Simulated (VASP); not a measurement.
Band structure of Ni$_{3}$Sn$_{4}$ (space group C2/m). Computed with PBEsol GGA, VASP's PBE PAW potentials (set 64) (plane waves; VASP).

Unless said otherwise, spin-orbit coupling is left out, though it shifts the bands of the heavy elements here.

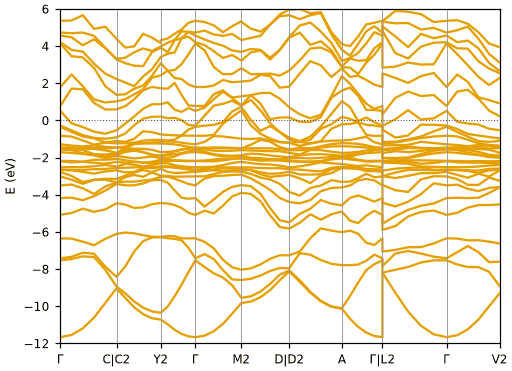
Bands along high-symmetry lines, zero at the valence-band maximum or, without a gap, the Fermi level

### Question
Read the plot: is there a gap, and where are the band edges?

### Answer
It has no gap at this level: it comes out as a metal or semimetal.

The structure comes from a computed database's Ni3Sn4 entry; how it stands against other phases isn't given here. The cell was not relaxed at this level. The k-mesh is coarse (spacing up to 0.42 per Å, 2π included), so the numbers may not be converged in it. The run is not spin-polarised, so no magnetic state was tried.
